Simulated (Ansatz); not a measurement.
**Geometry relaxation, with input and output: ZrN$_{3}$H$_{6}$Cl (part 2 of 2)**

The same run, continued: ZrN$_{3}$H$_{6}$Cl; RKS PBE-D4/def2-SVP (Ansatz 0.2.0). The input holds or restrains some coordinates. It belongs to a series of runs on one base structure; here: pulled along the bonds that form and break, towards end A.

Geometry of the input (Å):
```
Zr 0.0053  -0.5104  0.0439
Cl 0.1380  -1.2540  -2.9167
N  0.6664  1.0218  -1.0145
H  0.4706  0.2722  -2.1014
N  1.1049  -0.6579  1.7350
N  -1.9695  -0.0989  0.3309
H  1.6951  1.1619  -1.0204
H  1.9038  -0.0259  1.8636
H  0.6261  -0.7046  2.6396
H  -2.2188  0.6415  1.0000
H  -2.4220  0.1543  -0.5600
```

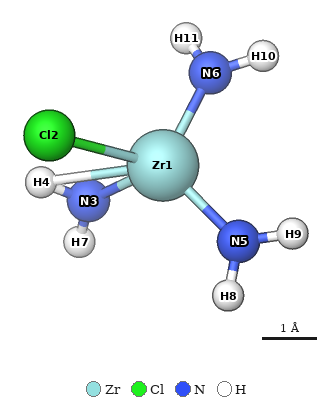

*The geometry at step 9 of the log (ball-and-stick view, seen at a tilt; atoms are numbered from 1 in the order of the input).*

### Trajectory as extended XYZ, continued
```
11
Properties=species:S:1:pos:R:3:forces:R:3 step=4 energy=-18357.62515
Zr   -0.0023   -0.6237   -0.1540   -0.0315  -0.3011  -0.5012
Cl    0.0111   -1.6621   -2.7144   -0.0508   0.3506   1.8589
N     0.7244    1.0453   -1.0054    0.2944  -0.1688   0.1069
H     0.5475    0.7794   -1.9815   -0.2560   0.2409  -0.5855
N     1.0410   -0.6141    1.6599   -0.2987   0.2628  -0.3237
N    -1.9254   -0.0945    0.3039    0.1858   0.1194  -0.2440
H     1.7334    1.2137   -0.9889    0.3113   0.3423   0.2448
H     1.9023   -0.0634    1.8354   -0.1463  -0.3112  -0.2341
H     0.6215   -0.7366    2.6009    0.0073  -0.1652  -0.3836
H    -2.2136    0.6077    1.0045    0.0840  -0.2762  -0.0188
H    -2.4400    0.1484   -0.5603   -0.0995  -0.0935   0.0804
11
Properties=species:S:1:pos:R:3:forces:R:3 step=5 energy=-18357.94974
Zr   -0.0186   -0.5374   -0.1208    0.0361  -0.4457  -1.7145
Cl    0.0618   -1.7405   -2.5476   -0.1285   0.3764   1.6995
N     0.7701    1.0598   -1.0750    0.5387  -0.0751   0.2487
H     0.5997    0.8491   -2.0641   -0.1416   0.2217  -0.3845
N     0.9934   -0.5678    1.6367    0.9702   0.2231   0.8259
N    -1.9481   -0.0651    0.2886   -0.3890   0.3199  -0.1240
H     1.7704    1.3064   -1.0104   -0.1917   0.1866   0.1221
H     1.9699   -0.2059    1.8135   -0.9025  -0.4332  -0.3232
H     0.6239   -0.7950    2.5817    0.0238   0.0185  -0.4468
H    -2.2878    0.5597    1.0407    0.0966  -0.3053  -0.1312
H    -2.5348    0.1368   -0.5432    0.0878  -0.0868   0.2280
11
Properties=species:S:1:pos:R:3:forces:R:3 step=6 energy=-18358.10683
Zr   -0.0096   -0.4109   -0.1097    0.1023  -0.8562  -1.5986
Cl    0.0996   -1.8081   -2.4236   -0.1648   0.5866   1.6642
N     0.8366    1.0924   -1.1535    0.2832  -0.0510   0.3111
H     0.6755    0.7679   -2.1167    0.0597   0.2920  -0.3289
N     0.9964   -0.5925    1.6448    0.2304   0.1026   0.1978
N    -1.9613    0.0047    0.2756   -0.3367   0.1770   0.0287
H     1.7819    1.4918   -1.0845   -0.1844   0.1215  -0.0465
H     1.9833   -0.3239    1.8070   -0.2662  -0.1728  -0.0672
H     0.5903   -0.8421    2.5591    0.0515  -0.0022  -0.1166
H    -2.3812    0.4459    1.1103    0.1234  -0.2215  -0.1411
H    -2.6117    0.1748   -0.5087    0.1016   0.0240   0.0970
11
Properties=species:S:1:pos:R:3:forces:R:3 step=7 energy=-18358.20156
Zr   -0.0331   -0.3180   -0.0894    0.3519  -1.2507  -1.5474
Cl    0.1646   -1.8877   -2.2832   -0.2374   0.7895   1.6132
N     0.8604    1.1018   -1.2073    0.2018   0.1016   0.2950
H     0.7800    0.6870   -2.1471    0.0879   0.2716  -0.2883
N     0.9991   -0.5911    1.6382    0.0857   0.0688   0.0839
N    -2.0070    0.0321    0.2664   -0.2555   0.3132   0.0793
H     1.7151    1.6715   -1.1412   -0.2560  -0.0215  -0.0649
H     2.0185   -0.4844    1.7606   -0.1780  -0.0605  -0.0441
H     0.6001   -0.8411    2.5530    0.0210  -0.0065  -0.0209
H    -2.4772    0.2852    1.1533    0.1236  -0.2224  -0.2561
H    -2.6206    0.3446   -0.5033    0.0550   0.0168   0.1503
11
Properties=species:S:1:pos:R:3:forces:R:3 step=8 energy=-18358.26962
Zr   -0.0236   -0.3201   -0.0869    0.1470  -1.1231  -1.5845
Cl    0.1873   -1.9238   -2.2530   -0.2219   0.7904   1.5962
N     0.8588    1.0804   -1.2372    0.1214   0.1271   0.3280
H     0.8279    0.6428   -2.1691    0.0763   0.2483  -0.2660
N     0.9902   -0.5582    1.6569    0.0767  -0.0866   0.0346
N    -1.9978    0.0663    0.2535   -0.1119   0.2474   0.1170
H     1.6383    1.7478   -1.1705   -0.2043  -0.0749  -0.0584
H     2.0174   -0.5666    1.7439   -0.1144   0.0110  -0.0035
H     0.5976   -0.7982    2.5763    0.0178   0.0260   0.0098
H    -2.5205    0.0945    1.1481    0.1684  -0.1418  -0.3510
H    -2.5756    0.5351   -0.4622    0.0449  -0.0238   0.1777
11
Properties=species:S:1:pos:R:3:forces:R:3 step=9 energy=-18358.32540
Zr   -0.0110   -0.3247   -0.0885    0.1731  -1.1556  -1.6651
Cl    0.2447   -1.9651   -2.2222   -0.2659   0.7993   1.5774
N     0.8532    1.0599   -1.2640    0.0393   0.2104   0.3428
H     0.8281    0.6142   -2.1922    0.0843   0.2160  -0.2426
N     0.9804   -0.5900    1.6655    0.0506  -0.0372   0.0706
N    -1.9700    0.1187    0.2490   -0.1107   0.1549   0.1428
H     1.5554    1.8077   -1.2267   -0.1192  -0.0905  -0.0444
H     2.0052   -0.5910    1.7689   -0.0686  -0.0078  -0.0198
H     0.5768   -0.7874    2.5898    0.0142   0.0193   0.0093
H    -2.5321   -0.0542    1.1009    0.1565  -0.0620  -0.2966
H    -2.5307    0.7119   -0.3804    0.0466  -0.0468   0.1256
11
Properties=species:S:1:pos:R:3:forces:R:3 step=10 energy=-18358.36676
Zr   -0.0043   -0.3202   -0.0903    0.1718  -1.2292  -1.7195
Cl    0.2773   -2.0010   -2.1883   -0.2745   0.8363   1.5688
N     0.8359    1.0603   -1.2811   -0.0116   0.2163   0.3577
H     0.8414    0.5809   -2.1931    0.0672   0.1979  -0.2592
N     0.9762   -0.6014    1.6706   -0.0016  -0.0181   0.0899
N    -1.9504    0.1606    0.2493   -0.0572   0.1007   0.1093
H     1.4955    1.8436   -1.2684   -0.0195  -0.0382  -0.0279
H     1.9997   -0.6432    1.7686   -0.0275  -0.0152  -0.0224
H     0.5719   -0.7338    2.6062    0.0221   0.0266  -0.0037
H    -2.5567   -0.2172    0.9948    0.0948   0.0107  -0.1851
H    -2.4865    0.8714   -0.2682    0.0360  -0.0878   0.0919
11
Properties=species:S:1:pos:R:3:forces:R:3 step=11 energy=-18358.38597
Zr    0.0151   -0.3178   -0.1107    0.1444  -1.4274  -1.0385
Cl    0.3479   -2.0365   -2.1689   -0.3131   0.9213   1.5367
N     0.7932    1.1030   -1.2665    0.0889   0.2514   0.3360
H     0.7191    0.5800   -2.1528    0.1087   0.2241  -0.4547
N     0.9714   -0.6175    1.6848   -0.1369   0.0958  -0.3091
N    -1.9179    0.2006    0.2579    0.1241  -0.0323  -0.0317
H     1.5179    1.8217   -1.3286   -0.0067   0.0277  -0.0503
H     1.9895   -0.7398    1.7730   -0.0263  -0.0397  -0.0164
H     0.5749   -0.6262    2.6315   -0.0017   0.0198   0.0092
H    -2.5668   -0.3440    0.8405   -0.0031  -0.0370  -0.0008
H    -2.4445    0.9765   -0.1602    0.0218  -0.0037   0.0197
11
Properties=species:S:1:pos:R:3:forces:R:3 step=12 energy=-18358.38219 accepted=F
Zr    0.0085   -0.3088   -0.1055    0.2247  -1.4818  -1.4993
Cl    0.3510   -2.0433   -2.1501   -0.3129   0.9283   1.5593
N     0.7964    1.1037   -1.2772    0.1584   0.3018   0.2239
H     0.7846    0.5647   -2.1620    0.0635   0.2987  -0.2523
N     0.9629   -0.5835    1.6775    0.4780  -0.1642   0.2795
N    -1.9156    0.1991    0.2825   -0.3645  -0.2494   0.2205
H     1.4814    1.8663   -1.3294   -0.0916  -0.1200  -0.0143
H     1.9594   -0.9056    1.7373   -0.7484   0.2738   0.0390
H     0.5931   -0.4673    2.6386    0.2318  -0.0700  -0.3624
H    -2.5880   -0.4379    0.7632    0.3564   0.3924  -0.2537
H    -2.4339    1.0126   -0.0750    0.0046  -0.1098   0.0598
11
Properties=species:S:1:pos:R:3:forces:R:3 step=13 energy=-18358.39824
Zr   -0.0008   -0.3242   -0.1053    0.2843  -1.2893  -1.7111
Cl    0.3440   -2.0283   -2.1738   -0.3260   0.8668   1.5543
N     0.8158    1.0803   -1.2788    0.0377   0.2355   0.3192
H     0.7984    0.5744   -2.1795    0.0687   0.2374  -0.2619
N     0.9538   -0.5967    1.6689   -0.0161   0.0084   0.0561
N    -1.9255    0.1849    0.2725    0.0334   0.0695  -0.0003
H     1.4967    1.8462   -1.3071   -0.0567  -0.0808  -0.0066
H     1.9627   -0.7780    1.7441    0.0454  -0.0213   0.0005
H     0.5702   -0.5720    2.6202    0.0025   0.0170   0.0258
H    -2.5651   -0.3571    0.8652   -0.0472  -0.0615   0.0268
H    -2.4503    0.9706   -0.1265   -0.0261   0.0184  -0.0028
11
Properties=species:S:1:pos:R:3:forces:R:3 step=14 energy=-18358.40214
Zr   -0.0055   -0.3390   -0.1197    0.2744  -1.2648  -1.5940
Cl    0.3512   -2.0269   -2.2000   -0.3338   0.8564   1.5655
N     0.8124    1.0808   -1.2685    0.0162   0.1770   0.2966
H     0.7969    0.5787   -2.1710    0.0554   0.2298  -0.2983
N     0.9500   -0.5825    1.6609    0.0174  -0.0160   0.0420
N    -1.9225    0.1858    0.2851   -0.0054   0.0081  -0.0050
H     1.5124    1.8269   -1.2896   -0.0127   0.0009   0.0070
H     1.9454   -0.8329    1.7399   -0.0220   0.0044  -0.0024
H     0.5792   -0.4728    2.6121    0.0102   0.0022  -0.0170
H    -2.5643   -0.3973    0.8393    0.0018  -0.0004  -0.0097
H    -2.4553    0.9792   -0.0886   -0.0015   0.0024   0.0153
```

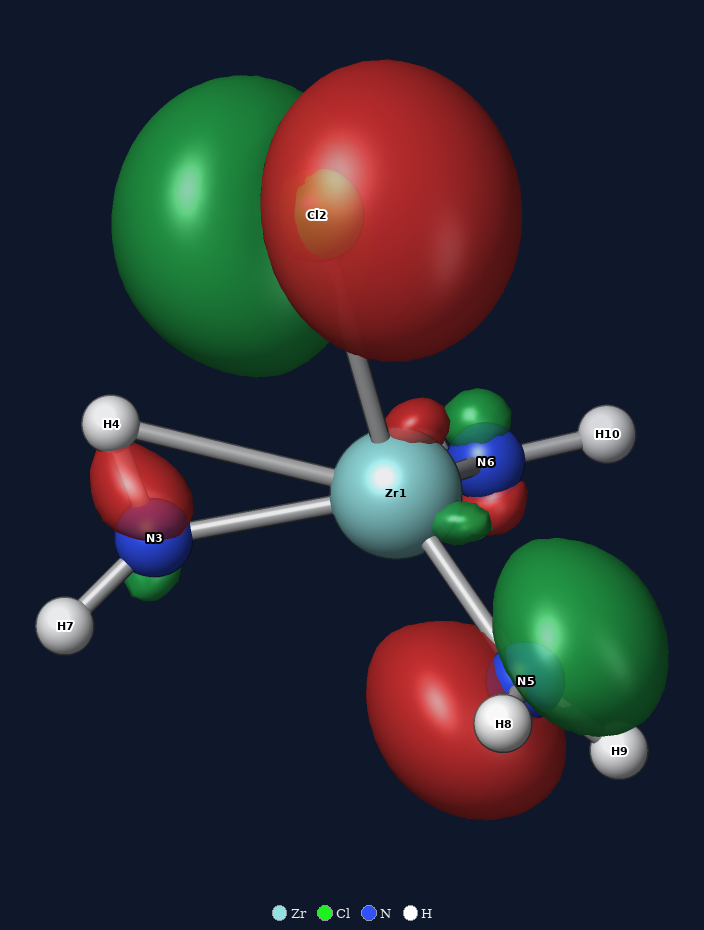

*The HOMO−1 at ±0.1 Å⁻³ᐟ² (green and red are the two phases), seen at an oblique angle.*

Its energy is −6.10 eV.

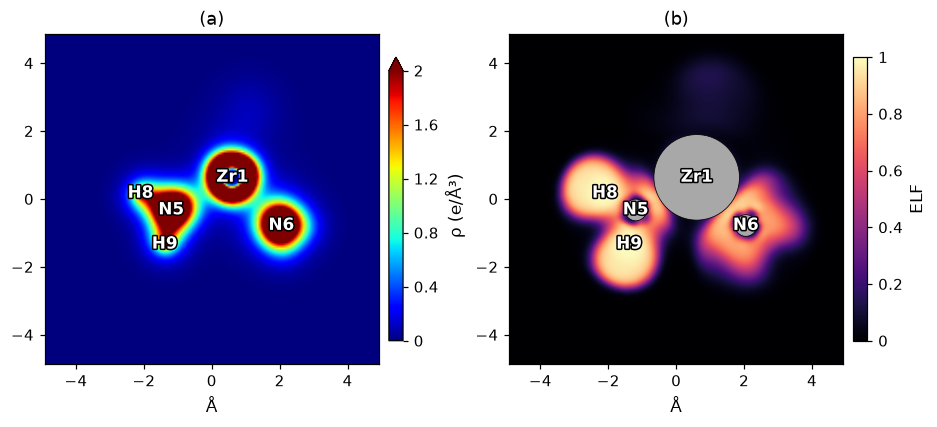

*(a) electron density; (b) ELF on the plane of atoms Zr1, N5 and H8. Grey discs, where drawn, cover atomic cores.*

Zr–N (2.03 Å): ρ at the midpoint is about 0.83 e/Å³; the ELF peaks at about 0.90 in the valence shell of N, 0.6 Å from its nucleus, and is about 0.30 at the midpoint.

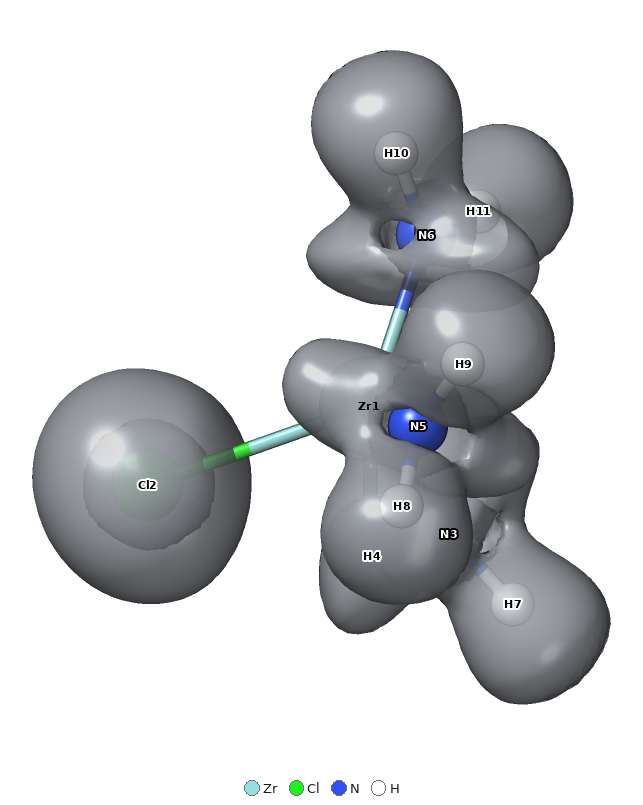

*Isosurface of the electron localisation function at 0.75 (grey), seen at an oblique angle. Only the valence region is drawn (cores and ρ < 0.01 e/Å³ removed).*

Values along the shortest contacts: Zr–N (2.00 Å): the ELF peaks at about 0.85 in the valence shell of N, 0.6 Å from its nucleus, and drops to about 0.30 between the two atoms. Zr–Cl (2.70 Å): the ELF peaks at about 0.85 in the valence shell of Cl, 0.9 Å from its nucleus, and is about 0.30 at the midpoint.
